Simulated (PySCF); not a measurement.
Zn(Me)(OMe), C₂H₆OZn, SMILES C[O][Zn][CH3] at its B3LYP/def2-SVP optimised geometry (Å):

```
10

Zn     0.7194     0.3896     0.0000
C      2.6563     0.3896     0.0000
H      3.0443     1.0757    -0.7696
H      3.0485    -0.6180    -0.2106
H      3.0473     0.7123     0.9779
O     -1.0564     0.5682     0.0000
C     -2.0489    -0.4076     0.0000
H     -2.0257    -1.0693     0.8942
H     -3.0485     0.0712    -0.0050
H     -2.0198    -1.0757    -0.8892
```

Method: PySCF with B3LYP/def2-TZVP. Cells within 0.4 Å of a nucleus heavier than hydrogen are left out (blank, or x).

Map of the electron localisation function on the plane z = 0.0 Å:

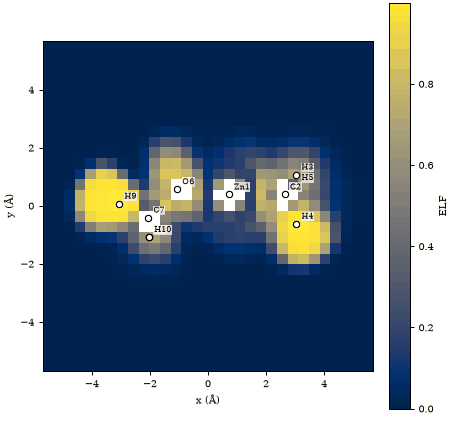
Figure. Electron localisation function on the plane z = 0.0 Å.
